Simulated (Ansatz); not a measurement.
The figure comes from a scan of Ge (diamond): one Ge atom of a 2-atom cell moves by s along Cartesian [111], with its periodic images. The numbers are results of PBE (plane waves to 420 eV, PAW, scalar-relativistic; Ansatz, an electronic-structure program), not measurements. k mesh 11×11×11 (Γ-centred), Fermi-Dirac smearing 0.05 eV. With partly filled bands, energies and forces of such displacements shift with the k mesh and the smearing. F∥ is the force on the atom along that direction. Ge was relaxed with its symmetry unable to fall. The PAW data are Ansatz's earlier set. 

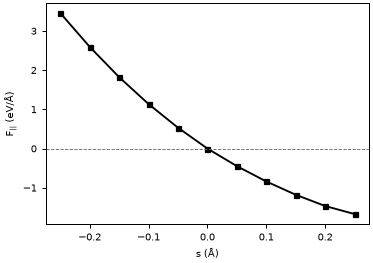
Figure. F∥ (eV/Å) against s (Å); computed points joined by lines.

Q: List the plotted points as numbers.

A: To the nearest 0.1:

```
s (Å)   F∥ (eV/Å)
------  ---------
-0.250        3.5
-0.200        2.6
-0.150        1.8
-0.100        1.1
-0.050        0.5
0.000         0.0
0.050        -0.4
0.100        -0.8
0.150        -1.2
0.200        -1.5
0.250        -1.7
```

(For displaced atoms, the force is minus the slope of the energy, and its curvature is a force constant, which sets phonon frequencies.)
